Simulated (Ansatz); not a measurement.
Consider Au in the fcc (Cu type) structure (space group Fm-3m, No. 225; a = 4.0833 Å).

Structures relaxed with Kohn–Sham DFT with the PBEsol functional, run in Ansatz (an electronic-structure program) with PAW and 420 eV plane waves, no SOC, earlier PAW set.

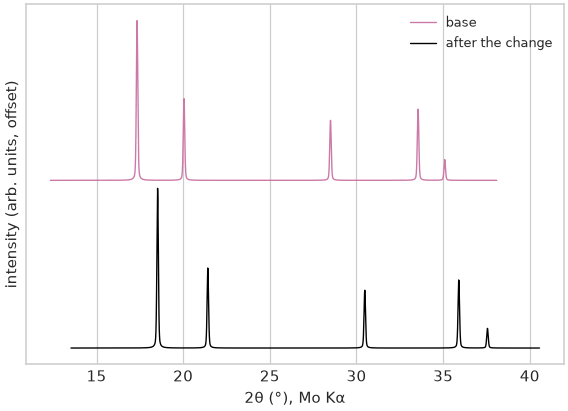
Simulated powder patterns before (top) and after one change

Problem. Which change produced these results?
(A) pressure 1.8 GPa
(B) pressure 60 GPa
(C) pressure 30 GPa
(D) pressure 45 GPa

Solution. B, pressure 60 GPa. Its volume per atom is 13.98 Å³ against 17.02 Å³, and its space group is Fm-3m (No. 225).

Load acts through the strain it causes; cell and atoms are relaxed under it. Whether these cells are dynamically stable was not tested. Competing high-pressure phases were not computed.
